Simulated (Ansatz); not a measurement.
Start from Ga₂O₃ in the corundum structure (space group R-3c, No. 167; a = 4.985 Å, c = 13.442 Å (hexagonal axes)). Axes: x lies along a and z along c of the hexagonal cell.

The change: the cell is compressed by 1.41 % along y with no lateral relaxation, atoms relaxed at fixed cell.

Level of theory: r2SCAN/PAW in Ansatz (a program for electronic structure), without spin-orbit coupling.

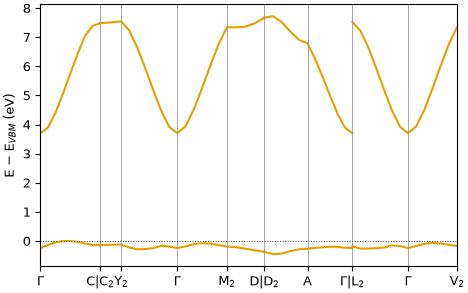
Figure: Highest valence and lowest conduction band along the path of the changed cell's own zone

Read the changed gap and its character from the plot.

About 3.7 eV, indirect, Γ–C (50 % along) → Γ.

The cells carry an imposed strain or load. Whether these cells are dynamically stable was not tested. Labels are those of the standard path for the cell's own space group.
